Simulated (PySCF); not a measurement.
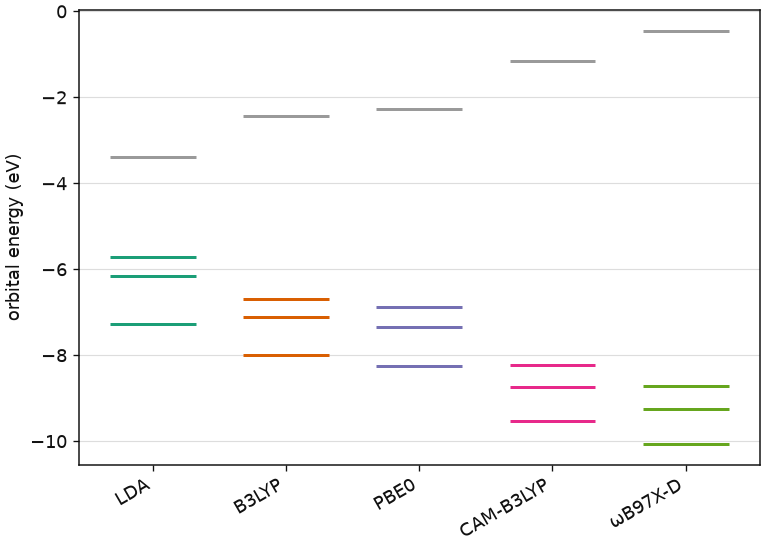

Frontier orbital energies of C₃H₈BNSi, SMILES CC#CB[SiH2]N at one geometry, def2-SVPD, PySCF 2.14.0, at a PBE0-D3(BJ)/def2-SVP geometry (no frequency check). Empty levels are grey, levels within 0.1 eV stand side by side; all columns show the same few orbitals around the gap.

Compare the HOMO-LUMO separations.

Answer. The separation grows from 2.34 eV (LDA) to 8.27 eV (ωB97X-D).

| level | HOMO (eV) | LUMO (eV) | separation (eV) |
| --- | --- | --- | --- |
| LDA | −5.72 | −3.38 | 2.34 |
| B3LYP | −6.69 | −2.43 | 4.26 |
| PBE0 | −6.89 | −2.28 | 4.61 |
| CAM-B3LYP | −8.22 | −1.16 | 7.06 |
| ωB97X-D | −8.73 | −0.46 | 8.27 |

Limits of at least one run: empty levels above zero depend strongly on the basis; one conformer of a flexible molecule.
